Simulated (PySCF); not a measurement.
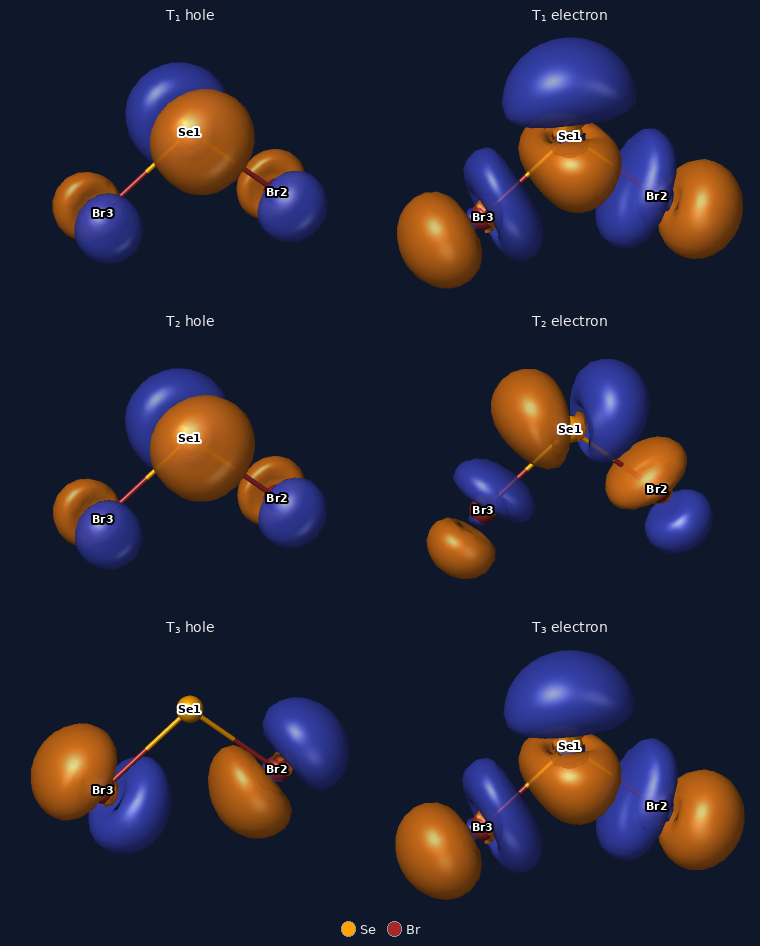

Figure 1: Br2Se. Leading natural transition orbitals (TDA triplet states).

Level of theory: PBE0/def2-SVPD (PySCF), at a geometry from GFN2-xTB. No frequency check shows the geometry to be a minimum. GFN2-xTB bond lengths at metals and heavier atoms can be off by up to 0.1 Å and shapes distorted, which carries into these values.

Give the energy and character of each state.

Answer. By state:
- T₁: 1.71 eV (726 nm), spin-forbidden from the singlet ground state, partly diffuse acceptor orbital; the leading pair carries 99 %; hole on Se1 (63 %) and Br2 and Br3 (18 % each), electron on Se1 (48 %) and Br2 and Br3 (26 % each) (atom shares of so diffuse an orbital are rough); their centroids lie 0.3 Å apart.
- T₂: 2.08 eV (597 nm), spin-forbidden from the singlet ground state, partly diffuse acceptor orbital; the leading pair carries 99 %; hole on Se1 (64 %) and Br2 and Br3 (18 % each), electron on Se1 (55 %) and Br2 and Br3 (22 % each) (atom shares of so diffuse an orbital are rough); their centroids lie 0.1 Å apart.
- T₃: 3.72 eV (334 nm), spin-forbidden from the singlet ground state, partly diffuse acceptor orbital; the leading pair carries 92 %; hole on Br2 and Br3 (48 % each), electron on Se1 (47 %) and Br2 and Br3 (27 % each) (atom shares of so diffuse an orbital are rough); their centroids lie 0.6 Å apart.

The PySCF run took 2.6 min on 1 thread of Arm Neoverse V2 (shared host), peak memory 0.58 GiB.
